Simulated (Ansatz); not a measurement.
## Cu(111) slab, 3 layers: from the cell to its phonons

The cell of Cu(111) slab, 3 layers is at rest. What are its phonons? After the zone centre comes a 6×6×1 q mesh on a 18×18×1 k mesh.

Calculated with Ansatz 0.2.0; DFT PBEsol, scalar-relativistic, plane waves, PAW.

### Step 1. Set-up

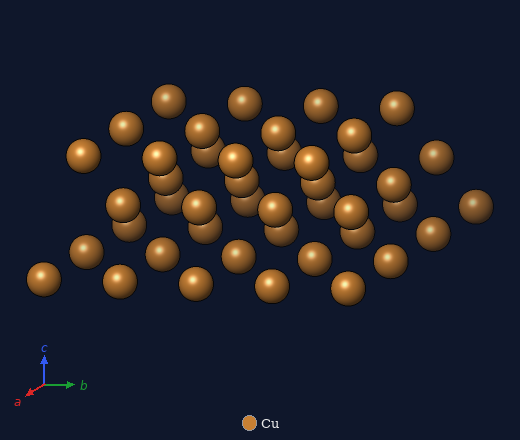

The cell as given, from a free direction (copper orange). 3×4×1 cells are drawn. Some periodic images of atoms are drawn too.

The cell holds 3 atoms: 3 Cu. Cell: a = 2.470 Å, b = 2.470 Å, c = 32.137 Å, α = 90.0°, β = 90.0°, γ = 120.0°. Vacuum lies along c.

### Step 2. Modes at Γ

The cell comes from relaxations at this level that are not shown. The zone centre comes first: it holds the modes that light can see, as far as symmetry allows. No field response is asked, since the mesh shows no gap.

File input.yaml:

```yaml
crystal:
  lattice:
    - [2.4697446222, 0.0, 0.0]
    - [-1.2348723111, 2.1388615836, 0.0]
    - [0.0, 0.0, 32.1369403581]
  atoms:
    - { symbol: Cu, position: [0.0, 0.0, 0.2028144824] }
    - { symbol: Cu, position: [0.3333333333, 0.6666666667, 0.2671142587] }
    - { symbol: Cu, position: [0.6666666667, 0.3333333333, 0.3314140349] }
  periodic: [true, true, false]
kpoints:
  mp_grid: { grid: [18, 18, 1] }
hamiltonian:
  xc: pbesol
scf:
  occupations: { method: methfessel_paxton, width: 0.15 }
output:
  eigenvalues: true
phonons:
  method: dfpt
```

Launch:

```sh
ansatz run input.yaml --threads 8 --pin off --max-ram 14336MiB --backend cpu --events-out ev --progress --plain --runs-dir out
```

Numbers of over 12 decimals in the logs are rounded to 6 here.

Output:

```text
Warning: crystal.symmetry: narrowed to the stabiliser of the run's FFT grids — unitary ops 12 → 6. A phonons.method: dfpt run fills in the rows of the dynamical matrix that it does not solve by its symmetry operations, which is exact only for operations that map its FFT grids onto themselves: filled in by any other, the frequencies could depend on the order in which like atoms are typed, or, by more than the grids' own error, on where the crystal sits among the grids' points. Excluded: 6 operations. The run can therefore solve more perturbations, solve them on more k-points, or both, and cost more. [rest of the remark cut]
Engine: ansatz 0.2.0, aarch64-unknown-linux-gnu
Pseudopotentials: kind: paw
Pseudopotential: Cu, paw, valence charge 19, recommended cutoff 420 eV (normal), Cu.paw.azcp
Functional definition: PBEsol
  exchange = pbesol_x
  correlation = pbesol_c
Crystal: 3 atoms, lattice volume = 169.762 Å³
Basis set: ecut = 420 eV, 3209 PW (Γ), exchange–correlation on 36×36×432 points (8 copies of the dense FFT grid, shifted against one another)
Bands: 35, of which v1, the nominal top of the filled ones, is band 29 counted from 1 (28 counted from 0)
Symmetry: 12 space group operations
k-points: 91 of 324 (irreducible under 2 space group operations, time reversal used)
Non-local potential: Cu, projectors of the file, l = 0: 3, l = 1: 2, l = 2: 3, l = 3: 1
PAW form: soft (Blöchl's): semilocal exchange-correlation on the pseudo side does not see the compensation charge
PAW frozen core: Cu, regenerated for the run's functional, and the local potential with it (the file was generated under x = pbe(κ = 0.804, μ = 0.219515), c = pbe(β = 0.066725))
PAW one-centre angular grid: Cu, 590 points (default); XC on 64 Gauss nodes
Initial density: superposition of atomic densities (neutral atoms: chi_scale 0, normalization atom), corrected by the library's trained network
Initial wavefunctions: pseudopotential atomic-orbital guess
Functional: x = pbesol(κ = 0.804, μ = 0.123457), c = pbesol(β = 0.046)
SCF iter   1: F=—  HF=-19765.211906 eV  |F-HF|=—  |Δ(HF+E_count)|=         —  Δρ=1.07e-2  dr2=1.44e-1  ethr=1.77e-3  ⟨swp⟩=14.3  Hψ=22153  notcnv=0
preconditioner: auto → LDOS  [metal: Δε(μ)=0.074 eV  Ē_g=8.715 eV  σ=0.150 eV  W_gap=0.37  n_scr=22 (ndim 8)  ℏωp=16.4 eV  f_vac=0.760  D(μ)=2.45/eV (n_scr^D=16)  β→1.0]
SCF iter   2: F=—  HF=-19765.333984 eV  |F-HF|=—  |Δ(HF+E_count)|=   1.22e-1  S|Δr|=    0.00e0  Δρ=2.59e-2  dr2=6.11e-1  ethr=2.52e-4  ⟨swp⟩=3.0  Hψ=8672  notcnv=0  defer=138  recentre
SCF iter   3: F=—  HF=-19765.189613 eV  |F-HF|=—  |Δ(HF+E_count)|=   1.44e-1  S|Δr|=    0.00e0  Δρ=3.10e-3  dr2=1.58e-2  ethr=2.52e-4  ⟨swp⟩=2.6  Hψ=6736  notcnv=0  defer=138
SCF iter   4: F=—  HF=-19765.187204 eV  |F-HF|=—  |Δ(HF+E_count)|=   2.41e-3  S|Δr|=    0.00e0  Δρ=7.21e-4  dr2=1.48e-3  ethr=2.76e-5  ⟨swp⟩=3.3  Hψ=7008  notcnv=0  defer=139
SCF iter   5: F=—  HF=-19765.187241 eV  |F-HF|=—  |Δ(HF+E_count)|=   3.72e-5  S|Δr|=    0.00e0  Δρ=6.55e-4  dr2=6.07e-4  ethr=2.59e-6  ⟨swp⟩=3.0  Hψ=5403  notcnv=0  defer=139
SCF iter   6: F=—  HF=-19765.187176 eV  |F-HF|=—  |Δ(HF+E_count)|=   6.53e-5  S|Δr|=    0.00e0  Δρ=1.44e-4  dr2=2.09e-5  ethr=1.06e-6  ⟨swp⟩=2.7  Hψ=5079  notcnv=0  defer=139
SCF iter   7: F=—  HF=-19765.187206 eV  |F-HF|=—  |Δ(HF+E_count)|=   2.97e-5  S|Δr|=    0.00e0  Δρ=7.10e-5  dr2=1.10e-5  ethr=3.66e-8  ⟨swp⟩=3.4  Hψ=6626  notcnv=0  defer=139
SCF iter   8: F=—  HF=-19765.187220 eV  |F-HF|=—  |Δ(HF+E_count)|=   1.45e-5  S|Δr|=    0.00e0  Δρ=2.50e-5  dr2=1.09e-6  ethr=1.93e-8  ⟨swp⟩=1.8  Hψ=3972  notcnv=0  defer=139
SCF iter   9: F=—  HF=-19765.187236 eV  |F-HF|=—  |Δ(HF+E_count)|=   1.58e-5  S|Δr|=    0.00e0  Δρ=7.55e-6  dr2=5.63e-8  ethr=1.92e-9  ⟨swp⟩=2.8  Hψ=5495  notcnv=0  defer=140
SCF iter  10: F=—  HF=-19765.187236 eV  |F-HF|=—  |Δ(HF+E_count)|=   1.06e-7  S|Δr|=    0.00e0  Δρ=3.46e-6  dr2=1.37e-8  ethr=9.88e-11  ⟨swp⟩=3.2  Hψ=7070  notcnv=0  defer=140
SCF iter  11: F=—  HF=-19765.187236 eV  |F-HF|=—  |Δ(HF+E_count)|=   5.58e-9  S|Δr|=    0.00e0  Δρ=2.01e-6  dr2=4.44e-9  ethr=2.41e-11  ⟨swp⟩=2.0  Hψ=4161  notcnv=0  defer=140
SCF iter  12: F=—  HF=-19765.187236 eV  |F-HF|=—  |Δ(HF+E_count)|=   2.15e-9  S|Δr|=    0.00e0  Δρ=2.23e-7  dr2=6.95e-11  ethr=7.79e-12  ⟨swp⟩=3.0  Hψ=6087  notcnv=0  defer=140
SCF iter  13: F=-19765.187236 eV  HF=-19765.187236 eV  |F-HF|=2.62e-10  |Δ(HF+E_count)|=  1.64e-10  S|Δr|=    0.00e0  Δρ=6.14e-8  dr2=5.18e-12  ethr=1.00e-12  ⟨swp⟩=20.9  Hψ=26489  notcnv=0
SCF 1 converged in 13 iterations: F = -19765.187236 eV  dr2 = 5.18e-12
  greatest PAW one-centre occupation: 1.000 electrons in one spin orbital (limit 2), on the Cu atom at site 2 (counted from 0), in its partial waves of l = 0
DFPT response loops at Γ: preconditioner auto → none (partly filled bands, converged f_vac=0.760); β = 0.50; Broyden in place of MSR1
SCF converged after 13 iterations
Stability not checked: this state was not tested for a lower state beside it, because cold or Methfessel-Paxton smearing, or corrected tetrahedra, fill the levels in a way that the test cannot read (fill_not_monotonic; see scf.lower_state_search)
Free energy (F): -19765.187236 eV
Harris-Foulkes:  -19765.187236 eV  (|F-HF|=2.62e-10)
Internal energy: -19765.180492 eV  (E = F + TS)
E sigma→0 (E₀):  -19765.185550 eV
Entropy (-TS):   -0.006744 eV (-2.248 meV/atom)
Fermi energy:    -4.990013 eV
--- Per-component energies (eV) ---
  E_band       = -2316.942143
  E_kinetic    = 901.433653
  E_local      = -348904.630144  (includes V_loc(G=0)·N_el)
  E_nonlocal   = 1176.046121
  E_hartree    = 173102.815379
  E_xc         = -266.383907
  E_vxc        = -345.219190  (∫ρ·V_xc dr)
  E_paw        = -4880.058075  (= ΣΔE_a)
  E_vpaw       = -1350.204102  (= ΣTr[D̂ρ^β])
  E_aug_tail   = 0.000823  (compensation charges beyond the density's cutoff)
  E_ewald      = 159104.977052
  E_core_change = 0.618607  (= ΣΔE_core)
  E_smearing   = -0.006744  (= −TS)
  E_closure    = -0.000000  (closes the sum)
  Σ components = -19765.187236   (vs F -19765.187236, Δ=0.00e0)
--- Band table (eV; the first three rows and the last of 91) ---
  k-point 0: bands = [... 25 lower, -6.8943, -6.8943, -6.7417, -6.6811, -6.6811, -5.4284, -0.5500 (-0.5532°), -0.1785 (-0.2025°), ... 2 higher]
  k-point 1: bands = [... 25 lower, -7.1163, -6.8971, -6.8526, -6.6812, -6.4519, -5.1298, -0.4622 (-0.4652°), -0.0755 (-0.0997°), ... 2 higher]
  k-point 2: bands = [... 25 lower, -7.2634, -7.0572, -6.9077, -6.6813, -6.0520, -4.4730, -0.1989 (-0.2014°), 0.2333 (0.2086°), ... 2 higher]
  k-point 90: bands = [... 25 lower, -6.7045, -6.5739, -4.9134, -3.7773, -1.3302, 1.7436, 2.3362, 3.5177, ... 2 higher]
  ° read free of the cell's end (the report's vacuum.weakly_bound_levels)
--- Phonons (Γ-DFPT): 6 representative perturbations + reference, on 91 of 324 k-points (Σ response iterations 26) ---
  ASR residual: 1.390e-4 → 0.000e0 eV/Å²; symmetrization residual: 1.615e-5 eV/Å²
  The last average, over the group as it would stand without the narrowing to the FFT grids, took up to 1.197e-6 eV/Å² of the zone centre's force constants
  ASR residual per site (eV/Å²): 3.25e-5 1.39e-4 3.20e-5
  Γ frequencies (cm⁻¹): 0.00 0.00 0.00 52.34 52.34 101.79 101.79 139.87 231.87
  non-analytic LO–TO correction: not included (Born effective charges unavailable; polar crystals: no LO–TO splitting at Γ)
```

Run time: 45 s. Hardware: 8 threads of Arm Neoverse V2, shared host; peak memory 1.8 GiB; 5.5 min of CPU time.

Numbers from this step:

```yaml
gap_on_the_k_mesh: 0 eV
sum_rule_residual_before_enforcement: 1.39e-4 eV/Å²
point_group: -3m
area_per_atom: 1.761 Å²
highest_optical_mode_at_the_zone_centre_no_lo_to_term: 231.9 cm⁻¹
lowest_optical_zone_centre_mode: 52.34 cm⁻¹
```

Patterns of degenerate modes are one choice out of their space. Modes at Γ:

```tsv
mode	frequency (cm⁻¹)	symmetry
1	0.0	acoustic
2	0.0	acoustic
3	0.0	acoustic
4	52.3	Eg
5	52.3	Eg
6	101.8	Eu
7	101.8	Eu
8	139.9	A1g
9	231.9	A2u
```

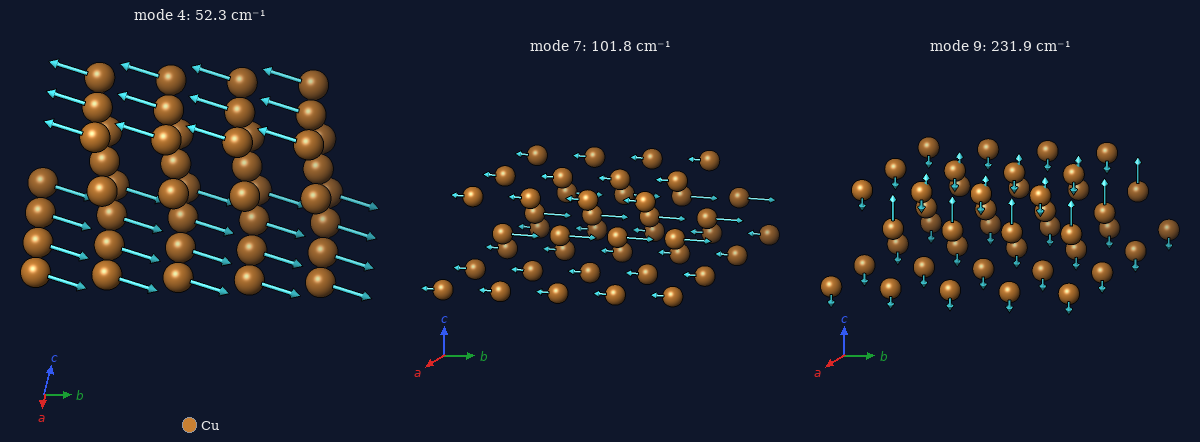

Displacement patterns of modes 4, 7 and 9 at Γ; arrows are exaggerated. 3×4×1 cells are drawn. Some periodic images of atoms are drawn too.

Before it was imposed, the acoustic sum rule was missed by 1.4e-4 eV/Å². Small misses are needed for a sound result but don't prove that mesh and cutoff are converged. The lowest optical mode is real, 52.3 cm⁻¹.

### Step 3. Phonons on a q mesh

Stability and thermal properties need the whole zone. Linear response on a 6×6×1 q mesh gives force constants as far as a supercell of that size would.

Changes to input.yaml since step 2:

```diff
@@ -20 +20,10 @@
   method: dfpt
+  qmesh: [6, 6, 1]
+  temperatures: { t_max: 1000, t_step: 50 }
+  qpath:
+    path:
+      - [0.0, 0.0, 0.0]
+      - [0.5, 0.0, 0.0]
+      - [0.33333333, 0.33333333, 0.0]
+      - [0.0, 0.0, 0.0]
+    npoints: 10
```

Output:

```text
[...]
Crystal: 3 atoms, lattice volume = 169.762 Å³
Basis set: ecut = 420 eV, 3209 PW (Γ), exchange–correlation on 36×36×432 points (8 copies of the dense FFT grid, shifted against one another)
Bands: 35, of which v1, the nominal top of the filled ones, is band 29 counted from 1 (28 counted from 0)
[... 1 set-up line as in the run before ...]
k-points: 37 of 324 (irreducible under 6 space group operations, time reversal used)
[...]
SCF iter   1: F=—  HF=-19765.211874 eV  |F-HF|=—  |Δ(HF+E_count)|=         —  Δρ=1.06e-2  dr2=1.40e-1  ethr=1.77e-3  ⟨swp⟩=14.2  Hψ=8988  notcnv=0
[...]
SCF iter  14: F=-19765.187236 eV  HF=-19765.187236 eV  |F-HF|=5.82e-11  |Δ(HF+E_count)|=  1.35e-10  S|Δr|=    0.00e0  Δρ=1.52e-8  dr2=3.71e-13  ethr=1.00e-12  ⟨swp⟩=7.8  Hψ=6503  notcnv=0
SCF 1 converged in 14 iterations: F = -19765.187236 eV  dr2 = 3.71e-13
[...]
phonons: the bands overlap, so this run is a metal and interpolates without the dipole-dipole term. If the crystal is really an insulator or semiconductor, its LO-TO splitting is missing
NSCF: frozen V_eff on 37 k-points
WARN: eigensolver did not converge (k=7): 1 band(s) unlocked after 2 eigensolves, warm-restarted (20 sweeps on the last) at ethr=2.77e-12 eV (storage-precision floor; scheduled 1.00e-12 eV) (lowest unlocked band 34, counted from 0; max residual 1.23e-4 eV among the unlocked bands, 1.23e-4 eV over every band; other slots of this pass that fall short are told together in one closing line; warning suppressed until the next SCF loop or pass starts)
WARN: eigensolver did not converge in 9 slots of this pass, the one above among them; of largest residual over every band (k=22): 1 band(s) unlocked (lowest unlocked band 34, counted from 0; max residual 5.64e-4 eV among the unlocked bands, 5.64e-4 eV over every band); of lowest unlocked band (k=7): band 34
[...]
DFPT response loops at q = (0, 0, 0) (fractional): preconditioner auto → none (partly filled bands, converged f_vac=0.760); β = 0.50; Broyden in place of MSR1
[...]
SCF converged after 14 iterations
[...]
Free energy (F): -19765.187236 eV
[...]
Internal energy: -19765.180492 eV  (E = F + TS)
E sigma→0 (E₀):  -19765.185550 eV
Entropy (-TS):   -0.006744 eV (-2.248 meV/atom)
Fermi energy:    -4.990013 eV
[...]
--- Band table (eV; the first three rows and the last of 37) ---
  k-point 0: bands = [... 25 lower, -6.8943, -6.8943, -6.7417, -6.6811, -6.6811, -5.4284, -0.5500 (-0.5532°), -0.1785 (-0.2025°), ... 2 higher]
  k-point 1: bands = [... 25 lower, -7.1163, -6.8971, -6.8526, -6.6812, -6.4519, -5.1298, -0.4622 (-0.4652°), -0.0754 (-0.0997°), ... 2 higher]
  k-point 2: bands = [... 25 lower, -7.2634, -7.0572, -6.9077, -6.6813, -6.0520, -4.4730, -0.1989 (-0.2014°), 0.2333 (0.2086°), ... 2 higher]
  k-point 36: bands = [... 25 lower, -6.8188, -6.7849, -0.9896, -0.9896, -0.4795, 0.0600, 1.5257, 1.5257, ... 2 higher]
  ° read free of the cell's end (the report's vacuum.weakly_bound_levels)
--- Phonons (Γ-DFPT): 6 representative perturbations + reference (Σ response iterations 25) ---
  ASR residual: 8.285e-5 → 0.000e0 eV/Å²; symmetrization residual: 7.496e-6 eV/Å²
[...]
ASR residual per site (eV/Å²): 1.54e-5 8.28e-5 1.54e-5
  Γ frequencies (cm⁻¹): 0.00 0.00 0.00 52.34 52.34 101.79 101.79 139.87 231.87
--- Phonons (arbitrary-q DFPT): 7 irreducible q on the 6×6×1 mesh ---
  q = [0.0000, 0.0000, 0.0000] (star 1, of the zone-centre solve; hermiticity 1.79e-6, symmetrization 5.37e-12, taken by the last average 3.98e-7): -0.00 0.00 0.00 52.34 52.34 101.79 101.79 139.87 231.87
  q = [0.0000, 0.1667, 0.0000] (star 6, 9 solved perturbations on 171 of 324 k-point pairs; hermiticity 2.50e-6, symmetrization 5.52e-10, taken by the last average 8.46e-6): 41.52 68.86 91.65 112.21 123.47 137.88 147.17 173.36 225.81
[...]
q = [0.1667, 0.1667, 0.0000] (star 6, 6 solved perturbations in 1485 linear systems a pass and spin channel, the states on 324 of 324 k-point pairs; hermiticity 3.33e-6, symmetrization 5.89e-10, taken by the last average 1.08e-6): 74.85 125.15 134.39 143.45 156.10 184.82 202.77 224.62 229.06
[...]
sum rule: each row above includes the acoustic sum rule's correction from the zone centre's row sums; it moved no ω² by more than (0.60 cm⁻¹)²
  mesh force constants: q→R imaginary residual 1.26e-18; ASR residual 8.285e-5 → 0.000e0 eV/Å²; symmetrization residual 1.066e-14 eV/Å²
  interpolated dispersion: 31 rows × 9 modes
  density of states and harmonic sums: on the 30×30×1 q-mesh, interpolated from the force constants of a 6×6×1 supercell (no non-analytic term)
  largest difference from the sums on the solved wave vectors: F 2.46e-2 eV, S 3.15e-5 and C_V 6.89e-6 eV/K
  zero-point energy: 0.094329 eV/cell   skipped modes (ω ≤ 0): 3   left out of the sums: 3.70e-4 of the cell's modes: C_V's classical limit lies that fraction below 3 k_B per atom; for a crystal, a wire or a layer, F and S can be off by more, and a phonons.interpolated_qmesh denser along its periods is the remedy for the sampling
```

It took 10 min on 8 threads; peak memory 3.9 GiB; 80 min of CPU time.

This step gave:

```yaml
sum_rule_residual_before_enforcement: 8.28e-5 eV/Å²
lowest_frequency_on_the_path: 0 cm⁻¹
highest_frequency_on_the_path_or_at_a_solved_wavevector: 279.4 cm⁻¹
mean_frequency: 169.1 cm⁻¹
lowest_mode_on_the_q_mesh_acoustic_modes_at_gamma_apart: 41.52 cm⁻¹
zero_point_energy_per_atom: 31.44 meV
heat_capacity_at_300_k: 23.48 J/(mol atoms K)
vibrational_entropy_at_300_k: 32.82 J/(mol atoms K)
```

Frequencies (cm⁻¹) solved at each irreducible wavevector; negative means imaginary. Frequencies by wavevector, by row:

```tsv
q in reciprocal lattice units	star	mode 1	mode 2	mode 3	mode 4	mode 5	mode 6	mode 7	mode 8	mode 9
0 0 0	1	0	0	0	52.3	52.3	101.8	101.8	139.9	231.9
0 0.1667 0	6	41.5	68.9	91.7	112.2	123.5	137.9	147.2	173.4	225.8
0 0.3333 0	6	88	121.8	131.8	138.9	156.5	181.8	226.9	240.4	249.8
0 -0.5 0	3	113.1	139.2	142.9	158.5	170	176.8	254	261.1	279.4
0.1667 0.1667 0	6	74.8	125.2	134.4	143.4	156.1	184.8	202.8	224.6	229.1
0.1667 0.3333 0	12	113.7	132.8	165.2	170.6	183.8	197.9	238.8	248.2	263.8
0.3333 0.3333 0	2	134.7	134.7	158.5	214.8	214.8	215.2	230.7	242.8	242.8
```

Interpolated from a 6×6×1 q mesh. The phonon branches at the labelled points (cm⁻¹):

```tsv
point	branch 1	branch 2	branch 3	branch 4	branch 5	branch 6	branch 7	branch 8	branch 9
Γ	0	0	0	52	52	102	102	140	232
M	113	139	143	158	170	177	254	261	279
K	135	135	158	215	215	215	231	243	243
Γ	0	0	0	52	52	102	102	140	232
```

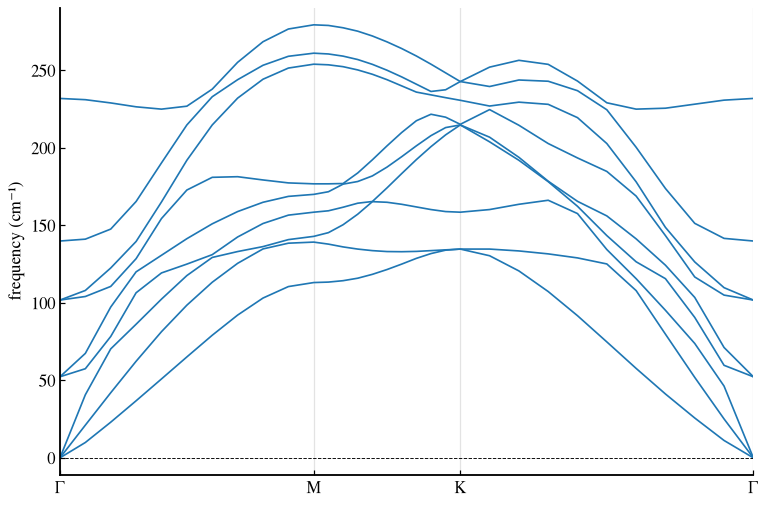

Phonon branches along the path.

The phonon density of states has structure finer than the step of the table below, so its rows give means over 20 cm⁻¹, whole bins alone (the curve runs from 2.5 to 278 cm⁻¹). Peaks (cm⁻¹: height): 132.5: 0.126, 162.5: 0.0908, 182.5: 0.0667, 227.5: 0.0750.

Tetrahedra on a 30×30×1 mesh, mean over bins of 5 cm-1. Interpolated from a 6×6×1 q mesh. Phonon density of states against wavenumber; means over each step:

```tsv
wavenumber (cm⁻¹)	phonon density of states (1/cm⁻¹/cell)
20	0.00350
40	0.00636
60	0.0112
80	0.0160
100	0.0270
120	0.0541
140	0.0607
160	0.0596
180	0.0528
200	0.0285
220	0.0338
240	0.0552
260	0.0336
```

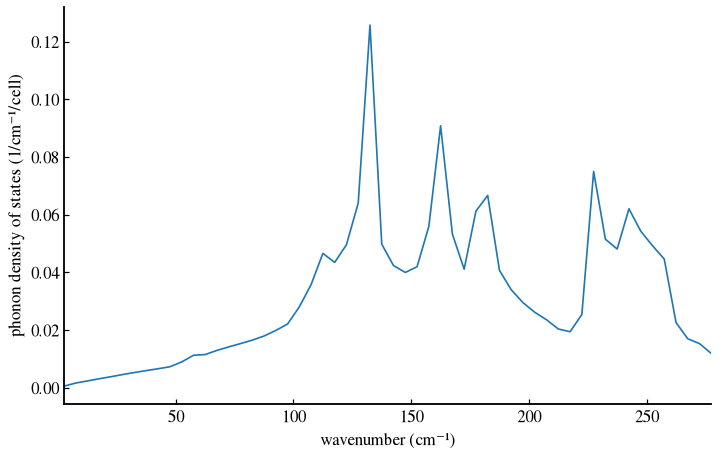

Phonon density of states, plotted against wavenumber.

Harmonic thermodynamic functions per atom, from the density of states. Interpolated from a 6×6×1 q mesh. Thermodynamic functions, by row:

```tsv
T (K)	F_vib (meV/atom)	S (J/mol-atom/K)	C_V (J/mol-atom/K)
0	31.44	0	0
100	27.65	10.34	15.55
200	9.65	23.6	21.85
300	-19.86	32.82	23.48
400	-57.58	39.67	24.1
500	-101.6	45.09	24.39
600	-150.7	49.55	24.56
700	-204.1	53.34	24.66
800	-261.1	56.64	24.72
900	-321.4	59.56	24.77
1000	-384.5	62.17	24.8
```

Symmetry leaves 7 wavevectors to solve. The lowest mode among them, the acoustic zeros apart, lies at q = (0, 0.167, 0) and is real, 41.5 cm⁻¹.

### Step 4. What came out

| Quantity | Value |
| --- | --- |
| space group (within 0.01 Å) | P-3m1 |
| area per atom | 1.76 Å² |
| electronic character | no gap on this mesh |
| highest optical mode at the zone centre (no LO-TO term) | 232 cm⁻¹ |
| lowest optical zone-centre mode | 52.3 cm⁻¹ |
| lowest mode on the q mesh (acoustic modes at Γ apart) | 41.5 cm⁻¹ |
| highest frequency on the path or at a solved wavevector | 279 cm⁻¹ |
| zero-point energy per atom | 31.4 meV |
| heat capacity at 300 K | 23.5 J/(mol atoms K) |
| vibrational entropy at 300 K | 32.8 J/(mol atoms K) |
| imaginary modes on the 6×6×1 q mesh | none |

What this shows: The structure is a minimum as far as tested: no mode is imaginary at the 7 irreducible wavevectors of the 6×6×1 mesh, and the softest away from the acoustic zeros lies at 42 cm⁻¹. The optical modes at Γ span 52 to 232 cm⁻¹. With no gap, or one that is small against the smearing, the frequencies hang on the k mesh and the smearing, most of all near Kohn anomalies. In a sheet or slab the interpolated bending branch near Γ is rough, since the rotational sum rule isn't imposed. A phonon run warned that its eigensolver left some bands unconverged in a pass. The starting cell was built on a prototype and not taken from a measurement. These are harmonic frequencies at zero temperature: anharmonic shifts, linewidths and thermal expansion are left out.

[Logs are printed without paths, hosts, clocks, repeated set-up lines and the standing remarks that a program may print on its own settings, such as how far it seeks lower states.]

[Hosts, paths, dates, database ids (printed as entryN), source tags and the programs' standing remarks are cut or masked in the printed files.]
